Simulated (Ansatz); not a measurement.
## Fields on a plane of BiPt (NiAs type)

```
BiPt
1.0
    4.37788     0.00000     0.00000
   -2.18894     3.79135     0.00000
    0.00000     0.00000     5.54405
Bi Pt
2 2
Direct
  0.33333   0.66667   0.25000
  0.66667   0.33333   0.75000
  0.00000   0.00000   0.50000
  0.00000   0.00000   0.00000
```

The slice is a (-1 1 0 2) plane (indices of the conventional cell) through the point (0.333, 0.667, 0.250) (fractional), spanned by u = [110] and v = [1 -1 1] in vectors of this cell: u (4.38 Å) and v (9.39 Å, at 90° to u). It covers one period; positions are fractions (u, v).

Atoms on it: Bi at (0.00, 0.00). Other atoms lie within 1 Å of the plane.

These are r2SCAN (plane waves to 500 eV, PAW, scalar-relativistic; Ansatz, a quantum-chemistry and plane-wave program) values and carry that method's errors. k mesh 12×12×9. Inside the PAW spheres the values are not all-electron values, and peaks at nuclei hang on which shells count as valence. BiPt is run without spin polarisation. BiPt was relaxed with its symmetry unable to fall. Spin-orbit coupling is left out, though Bi and Pt are heavy.

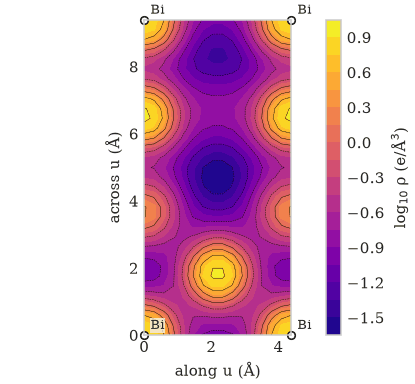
Figure. Log₁₀ of the valence density in e/Å³, one period of the plane, atoms marked. The scale is logarithmic, as a density can span decades between atoms and voids.

```
|xx465321123564x|
|346642111124664|
|665531000013556|
|555421000012455|
|554321111112345|
|444432222223444|
|654443333334445|
|986444333344468|
|x97544444444579|
|xx854433334458x|
|997543322334579|
|775443211234457|
|444432100123444|
|443321000012334|
|443210000001234|
|554310000001345|
|555421000012455|
|666531000013566|
|566542111124566|
|666543222234566|
|666543344334566|
|655544444444555|
|555444566544455|
|334445788754443|
|2234479xx974432|
|2234479xx974432|
|334446899864443|
|555444577544455|
|665544444444556|
|346554333345564|
|xx465433334564x|
|xx365422224563x|
```
Scale: ten equal steps from 0.02 (start of '0') to 0.65 (end of '9'), in the order '0123456789'. Values: electron localisation function (ELF). The map has 15 points along u (one character each, u = 0 at the left) and 32 along v (v = 0 in the bottom row). Points within 0.5 Å of a nucleus are blanked (x), as the pseudised field means little there.
